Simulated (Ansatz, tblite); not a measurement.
# The cluster Sn₂Ge₂: charged states by level of theory

Aim: the energy of removing and adding an electron for the cluster Sn₂Ge₂, by energy differences, and how well orbital energies stand in for it.

Program: Ansatz 0.2.0, Gaussian basis. Level of theory: as each input shows. These are calculated values, not measurements.

Levels to be run: charge +1 doublet, at the geometry of the singlet (PBE0-D4/def2-TZVP, PBE-D4/def2-TZVP, r2SCAN-D4/def2-TZVP); charge -1 doublet, at the geometry of the singlet (PBE0-D4/def2-TZVPD, PBE-D4/def2-TZVPD, r2SCAN-D4/def2-TZVPD); the starting singlet's energies come from earlier runs.

6 further runs of the same task are left out: 6 set aside as unsound or not needed.

## (1) The structure

The geometry is that of the singlet, from an earlier relaxation (PBE0-D4/def2-SVP). At that level it is the lowest of the isomers that a small search found.

4 atoms, charge 0, spin multiplicity 1.

Atoms are counted from 1 here; the program's logs count them from 0.

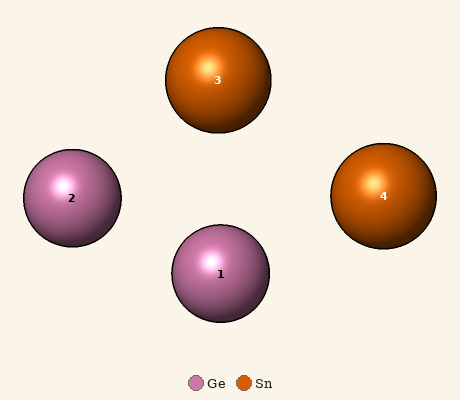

The structure; germanium pink, tin orange; atoms are numbered from 1 in the order of the file.

Sn takes a core potential in the def2 sets. No spin-orbit coupling is included.

## (2) Charge +1 doublet at the fixed geometry, PBE0-D4/def2-TZVP

in.yaml

```yaml
crystal:
  periodic: [false, false, false]
  atoms:
    - {symbol: Ge, position_ang: [-1.096676, -0.529673, 0.273373]}
    - {symbol: Ge, position_ang: [-0.211609, -1.098628, -1.871981]}
    - {symbol: Sn, position_ang: [1.348590, 0.589702, -0.453859]}
    - {symbol: Sn, position_ang: [-0.040305, 1.038599, 2.052467]}
basis:
  gaussian: {orbitals: def2-TZVP}
total_charge: 1
magnetization: {spin_polarized: true, initial_magnetization: 1}
hamiltonian: {xc: pbe0, dispersion: d4}
scf: {omitted_lower_state_checks: [starts]}
output: {orbitals: {seedname: orbitals}}
```

Run with:

```bash
$ ansatz run in.yaml --threads 2 --pin off --events-out ev --progress --plain --max-ram 32768MiB --backend cpu
```

The program printed:

```text
Functional definition: PBE0
  name "PBE0"
  cite "Adamo & Barone, J. Chem. Phys. 110, 6158 (1999) doi:10.1063/1.478522"
  cite "Perdew, Burke & Ernzerhof, Phys. Rev. Lett. 77, 3865 (1996) doi:10.1103/PhysRevLett.77.3865"
  parent pbe
  parameter a = 0.25
  parameter kappa = 0.804
  parameter beta = 0.06672455060314922
  exchange = (1 - a)*pbe_x(kappa = kappa, mu = beta*pi^2/3) + a*exact_x
  correlation = pbe_c(beta = beta)
these checks for a lower state are left out or cut short: starts
1611 factors; integrals over basis functions are off by at most 8.5e-4 eV
mean field evaluation 1: about -124675.7083 eV, gradient 2.7e1 eV
mean field evaluation 2: about -124655.4364 eV, gradient 6.0e1 eV
mean field evaluation 4: about -124679.3461 eV, gradient 9.8e0 eV
mean field evaluation 8: about -124680.1105 eV, gradient 6.6e-1 eV
mean field evaluation 16: about -124680.1184 eV, gradient 4.7e-2 eV
mean field evaluation 32: about -124680.1192 eV, gradient 5.2e-4 eV
mean field -124680.11920140 eV, -4581.9098694313 hartree, gradient 1.0e-5 eV, S^2 0.766300; 0 other end points of the search recorded, 0 dependent functions left out
reference -124680.11923131 eV, -4581.9098705305 hartree; 54, 53 occupied and 142, 143 virtual orbitals, 1611 factors
Total energy: -124680.32935400 eV, -4581.9175923968 hartree
Checks for a lower state left out: starts
```

Wall time 26 s (2 threads of AMD EPYC 7R13, shared host); peak memory 1 GiB.

HOMO -10.57 eV, LUMO -8.97 eV (over both spins); ⟨S²⟩ 0.766 (pure: 0.75).

## (3) Charge +1 doublet at the fixed geometry, PBE-D4/def2-TZVP

start.molden holds the orbitals of an earlier run on this state, given as this run's starting guess.

Edit in.yaml of step 2 so:

```diff
@@ -8,6 +8,6 @@
 basis:
-  gaussian: {orbitals: def2-TZVP}
+  gaussian: {orbitals: def2-TZVP, initial_orbitals: start.molden}
 total_charge: 1
 magnetization: {spin_polarized: true, initial_magnetization: 1}
-hamiltonian: {xc: pbe0, dispersion: d4}
+hamiltonian: {xc: pbe, dispersion: d4}
 scf: {omitted_lower_state_checks: [starts]}
```

Same command.

The program printed:

```text
Functional definition: PBE
  name "PBE"
  cite "Perdew, Burke & Ernzerhof, Phys. Rev. Lett. 77, 3865 (1996) doi:10.1103/PhysRevLett.77.3865"
  parent pbe
  parameter kappa = 0.804
  parameter beta = 0.06672455060314922
  exchange = pbe_x(kappa = kappa, mu = beta*pi^2/3)
  correlation = pbe_c(beta = beta)
these checks for a lower state are left out or cut short: starts
1492 factors; their error is unknown
mean field evaluation 1: about -124677.2711 eV, gradient 8.6e0 eV
mean field evaluation 2: about -124677.4190 eV, gradient 2.2e-1 eV
mean field evaluation 4: about -124677.3914 eV, gradient 6.1e-2 eV
mean field evaluation 8: about -124677.3915 eV, gradient 2.1e-5 eV
mean field -124677.39146722 eV, -4581.8096270493 hartree, gradient 4.7e-6 eV, S^2 0.755622; 0 other end points of the search recorded, 0 dependent functions left out
reference -124677.39150667 eV, -4581.8096284988 hartree; 54, 53 occupied and 142, 143 virtual orbitals, 1492 factors
Total energy: -124677.63577363 eV, -4581.8186051441 hartree
Checks for a lower state left out: starts
```

It took 7.5 s on 2 threads of AMD EPYC 7R13, shared host.

Report: HOMO -9.84 eV, LUMO -9.58 eV (over both spins); ⟨S²⟩ 0.756 (pure: 0.75).

## (4) Charge +1 doublet at the fixed geometry, r2SCAN-D4/def2-TZVP

Edit in.yaml of step 3 so:

```diff
@@ -11,3 +11,3 @@
 magnetization: {spin_polarized: true, initial_magnetization: 1}
-hamiltonian: {xc: pbe, dispersion: d4}
+hamiltonian: {xc: r2scan, dispersion: d4}
 scf: {omitted_lower_state_checks: [starts]}
```

The command is unchanged.

The program printed:

```text
Functional definition: r2SCAN
  name "r2SCAN"
  cite "Furness, Kaplan, Ning, Perdew & Sun, J. Phys. Chem. Lett. 11, 8208 (2020) doi:10.1021/acs.jpclett.0c02405"
  cite "Furness, Kaplan, Ning, Perdew & Sun, J. Phys. Chem. Lett. 11, 9248 (2020) doi:10.1021/acs.jpclett.0c03077"
  parent r2scan
  parameter k0 = 0.174
  parameter k1 = 0.065
  parameter a1 = 4.9479
  exchange = r2scan_x(k0 = k0, k1 = k1, a1 = a1)
  correlation = r2scan_c
these checks for a lower state are left out or cut short: starts
1492 factors; their error is unknown
mean field evaluation 1: about -124697.8199 eV, gradient 6.4e0 eV
mean field evaluation 2: about -124697.8991 eV, gradient 1.1e-1 eV
mean field evaluation 4: about -124697.8791 eV, gradient 9.5e-3 eV
mean field evaluation 8: about -124697.8791 eV, gradient 7.5e-5 eV
mean field -124697.87908970 eV, -4582.5625332883 hartree, gradient 1.4e-5 eV, S^2 0.770695; 0 other end points of the search recorded, 0 dependent functions left out
reference -124697.87910791 eV, -4582.5625339574 hartree; 54, 53 occupied and 142, 143 virtual orbitals, 1492 factors
Total energy: -124697.92133411 eV, -4582.5640857418 hartree
Checks for a lower state left out: starts
```

It took 18 s on 2 threads of AMD EPYC 7R13, shared host.

From the report: HOMO -10.06 eV, LUMO -9.48 eV (over both spins); ⟨S²⟩ 0.771 (pure: 0.75).

## (5) Vertical ionisation energy

Charged state less starting state, singlet to doublet; the starting state's energies are those of its earlier runs.

```csv
level,vertical ionisation energy (eV),time
PBE-D4/def2-TZVP,+7.27,12 s
r2SCAN-D4/def2-TZVP,+7.36,27 s
PBE0-D4/def2-TZVP,+7.38,36 s
```

Times add the two runs; a level without a time comes out of a correlated run.

Beside −ε(HOMO) of the starting state:

```csv
level,−ε(HOMO) (eV),by difference (eV),mismatch (eV)
PBE-D4/def2-TZVP,4.97,7.27,-2.31
r2SCAN-D4/def2-TZVP,5.20,7.36,-2.16
PBE0-D4/def2-TZVP,5.77,7.38,-1.60
```

## (6) Charge -1 doublet at the fixed geometry, PBE0-D4/def2-TZVPD

Edit in.yaml of step 4 so:

```diff
@@ -8,6 +8,6 @@
 basis:
-  gaussian: {orbitals: def2-TZVP, initial_orbitals: start.molden}
-total_charge: 1
+  gaussian: {orbitals: def2-TZVPD}
+total_charge: -1
 magnetization: {spin_polarized: true, initial_magnetization: 1}
-hamiltonian: {xc: r2scan, dispersion: d4}
+hamiltonian: {xc: pbe0, dispersion: d4}
 scf: {omitted_lower_state_checks: [starts]}
```

The command is unchanged.

The program printed, cut to the lines that bear on the results:

```text
Functional definition: PBE0
  name "PBE0"
  cite "Adamo & Barone, J. Chem. Phys. 110, 6158 (1999) doi:10.1063/1.478522"
  cite "Perdew, Burke & Ernzerhof, Phys. Rev. Lett. 77, 3865 (1996) doi:10.1103/PhysRevLett.77.3865"
  parent pbe
[...]
1828 factors; their error is unknown
[...]
mean field -124689.46044299 eV, -4582.2531537279 hartree, gradient 6.3e-5 eV, S^2 0.782386; 0 other end points of the search recorded, 0 dependent functions left out
reference -124689.46047005 eV, -4582.2531547225 hartree; 55, 54 occupied and 165, 166 virtual orbitals, 1828 factors
Total energy: -124689.68749703 eV, -4582.2614978100 hartree
Checks for a lower state left out: starts
```

Wall time 24 s (2 threads of AMD EPYC 7R13, shared host); peak memory 1.4 GiB.

HOMO -0.53 eV, LUMO 1.53 eV (over both spins); ⟨S²⟩ 0.782 (pure: 0.75).

## (7) Charge -1 doublet at the fixed geometry, PBE-D4/def2-TZVPD

Edit in.yaml of step 6 so:

```diff
@@ -8,6 +8,6 @@
 basis:
-  gaussian: {orbitals: def2-TZVPD}
+  gaussian: {orbitals: def2-TZVPD, initial_orbitals: start.molden}
 total_charge: -1
 magnetization: {spin_polarized: true, initial_magnetization: 1}
-hamiltonian: {xc: pbe0, dispersion: d4}
+hamiltonian: {xc: pbe, dispersion: d4}
 scf: {omitted_lower_state_checks: [starts]}
```

Launched as before.

The program printed:

```text
Functional definition: PBE
  name "PBE"
  cite "Perdew, Burke & Ernzerhof, Phys. Rev. Lett. 77, 3865 (1996) doi:10.1103/PhysRevLett.77.3865"
  parent pbe
  parameter kappa = 0.804
  parameter beta = 0.06672455060314922
  exchange = pbe_x(kappa = kappa, mu = beta*pi^2/3)
  correlation = pbe_c(beta = beta)
these checks for a lower state are left out or cut short: starts
1554 factors; their error is unknown
mean field evaluation 1: about -124686.4025 eV, gradient 8.6e0 eV
mean field evaluation 2: about -124686.5579 eV, gradient 2.2e-1 eV
mean field evaluation 4: about -124686.5429 eV, gradient 5.4e-2 eV
mean field evaluation 8: about -124686.5429 eV, gradient 2.3e-5 eV
mean field -124686.54287663 eV, -4582.1459351419 hartree, gradient 2.3e-5 eV, S^2 0.761597; 0 other end points of the search recorded, 0 dependent functions left out
reference -124686.54291198 eV, -4582.1459364411 hartree; 55, 54 occupied and 165, 166 virtual orbitals, 1554 factors
Total energy: -124686.80678134 eV, -4582.1556334612 hartree
Checks for a lower state left out: starts
```

Wall time 8.5 s (2 threads of AMD EPYC 7R13, shared host).

Report: HOMO 0.19 eV, LUMO 0.87 eV (over both spins); ⟨S²⟩ 0.762 (pure: 0.75). Doubts: highest occupied level lies above zero.

## (8) Charge -1 doublet at the fixed geometry, r2SCAN-D4/def2-TZVPD

Edit in.yaml of step 7 so:

```diff
@@ -11,3 +11,3 @@
 magnetization: {spin_polarized: true, initial_magnetization: 1}
-hamiltonian: {xc: pbe, dispersion: d4}
+hamiltonian: {xc: r2scan, dispersion: d4}
 scf: {omitted_lower_state_checks: [starts]}
```

The command is unchanged.

The program printed:

```text
Functional definition: r2SCAN
  name "r2SCAN"
  cite "Furness, Kaplan, Ning, Perdew & Sun, J. Phys. Chem. Lett. 11, 8208 (2020) doi:10.1021/acs.jpclett.0c02405"
  cite "Furness, Kaplan, Ning, Perdew & Sun, J. Phys. Chem. Lett. 11, 9248 (2020) doi:10.1021/acs.jpclett.0c03077"
  parent r2scan
  parameter k0 = 0.174
  parameter k1 = 0.065
  parameter a1 = 4.9479
  exchange = r2scan_x(k0 = k0, k1 = k1, a1 = a1)
  correlation = r2scan_c
these checks for a lower state are left out or cut short: starts
1554 factors; their error is unknown
mean field evaluation 1: about -124707.2587 eV, gradient 6.4e0 eV
mean field evaluation 2: about -124707.3368 eV, gradient 1.2e-1 eV
mean field evaluation 4: about -124707.3294 eV, gradient 6.6e-4 eV
mean field -124707.32937462 eV, -4582.9098248533 hartree, gradient 2.2e-5 eV, S^2 0.788592; 0 other end points of the search recorded, 0 dependent functions left out
reference -124707.32939909 eV, -4582.9098257527 hartree; 55, 54 occupied and 165, 166 virtual orbitals, 1554 factors
Total energy: -124707.37502883 eV, -4582.9115026149 hartree
Checks for a lower state left out: starts
```

Run time: 19 s. Hardware: 2 threads of AMD EPYC 7R13, shared host.

Report: HOMO -0.11 eV, LUMO 1.06 eV (over both spins); ⟨S²⟩ 0.789 (pure: 0.75).

## (9) Vertical electron affinity

Starting state less charged state (positive: the electron is bound), singlet to doublet; the starting state's energies are those of its earlier runs.

```csv
level,vertical electron affinity (eV),time
PBE-D4/def2-TZVPD,+1.86,13 s
r2SCAN-D4/def2-TZVPD,+2.06,28 s
PBE0-D4/def2-TZVPD,+1.95,33 s
```

Times add the two runs; a level without a time comes out of a correlated run.

Beside −ε(LUMO) of the starting state:

```csv
level,−ε(LUMO) (eV),by difference (eV),mismatch (eV)
PBE-D4/def2-TZVPD,3.91,1.86,+2.05
r2SCAN-D4/def2-TZVPD,3.93,2.06,+1.87
PBE0-D4/def2-TZVPD,3.35,1.95,+1.40
```

## (10) Outcome

```
                                             quantity                                 value
 vertical ionisation energy, functionals in def2-TZVP    7.27 (PBE-D4) to 7.38 eV (PBE0-D4)
vertical electron affinity, functionals in def2-TZVPD  1.86 (PBE-D4) to 2.06 eV (r2SCAN-D4)
```

**Reading.** The vertical ionisation energy spans 7.27 to 7.38 eV over the functionals. −ε(HOMO) misses the level's own difference by -1.60 eV at best (PBE0-D4) and -2.31 eV at worst (PBE-D4). The vertical electron affinity spans 1.86 to 2.06 eV over the functionals. −ε(LUMO) misses the level's own difference by +1.40 eV at best (PBE0-D4) and +2.05 eV at worst (PBE-D4).
